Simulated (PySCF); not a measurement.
C2H6KO, charge +1, SMILES `[K+].COC`.

Computed with PySCF, ωB97X/def2-SVP, geometry: an unrelaxed start of a pair search. Without diffuse functions Rydberg states are missing, so the states' numbers hold for this basis only.

Input

```python
import numpy as np
from pyscf import gto, scf, dft, tdscf
from pyscf.scf import atom_ks, atom_hf
from scipy.linalg import block_diag

def solve(mol, dm0=None, hcore=None):
    mf = (dft.UKS if mol.spin else dft.RKS)(mol, xc='wb97x')
    mf.grids.level = 3
    mf = mf.density_fit(auxbasis='def2-universal-jkfit')
    mf.conv_tol, mf.max_cycle = 1e-8, 80
    if hcore is not None:
        mf.get_hcore = lambda *args: hcore
    mf.kernel(dm0)
    if not mf.converged:
        mf = mf.newton().run(mf.mo_coeff, mf.mo_occ, max_cycle=30)
    assert mf.converged, 'SCF not converged'
    return mf

mol = gto.M(atom='''
K     -1.66157     0.05857    -0.00950
C      1.25353    -1.22096    -0.02144
O      0.61166     0.04034     0.09449
C      1.57417     1.07960    -0.02442
H      1.69464    -1.33704    -1.01734
H      0.51027    -2.00139     0.14831
H      2.04717    -1.31510     0.72828
H      2.03347     1.07084    -1.02027
H      1.06722     2.03197     0.12999
H      2.35754     0.96331     0.73080
''', basis='def2-svp', charge=1, spin=0, verbose=4)
mf = solve(mol)
td = mf.TDA()
td.nstates, td.singlet, td.conv_tol = 5, True, 1e-5
td.kernel()
td.analyze()
x, y = np.array([p[0] for p in td.xy]), np.array([p[1] + 0 * p[0] for p in td.xy])
f, mu = td.oscillator_strength(), td.transition_dipole()
nto = [td.get_nto(state=i + 1, verbose=4) for i in range(len(td.e))]
# spherically averaged free atoms, for the promolecule
atm = atom_ks.get_atm_nrks(mol, xc='wb97x')
pro = block_diag(*[(atm[a[0]][2] * atm[a[0]][3]) @ atm[a[0]][2].T for a in mol._atom])
np.savez('result.npz', e=td.e, f=f, ok=td.converged, w=[n[0] for n in nto], nto=[n[1] for n in nto], x=x, y=y, c=mf.mo_coeff, occ=mf.mo_occ, eps=mf.mo_energy, pro=pro, mu=mu)
```

Run with:

```sh
OMP_NUM_THREADS=1 python input.py
```

The run took 58 s on 1 thread of Intel(R) Xeon(R) 6975P-C (Granite Rapids), on a shared host, peak memory 0.56 GiB.

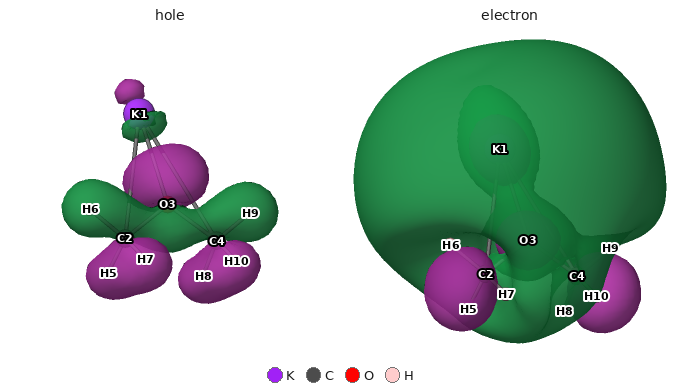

Leading natural transition orbital pair of S₃ (TDA singlet states); the surfaces enclose about 85 % of each orbital's density.

Give its energy and the atoms that hole and electron lie on.

Answer. 9.36 eV (132 nm), f = 0.009, partly diffuse acceptor orbital, which a basis without diffuse functions describes poorly; the leading pair carries 67 %; hole on O3 (51 %) and C2 and C4 (12 % each), electron on K1 (67 %), C2 (6 %) and C4 (5 %) (atom shares of so diffuse an orbital are rough) (shares are of the whole state, not of the leading pair alone); their centroids lie 1.7 Å apart; S₄ lies within 0.1 eV of it. In canonical orbitals it is mainly HOMO−1 → LUMO (48 %). The HOMO–LUMO gap is 11.72 eV.
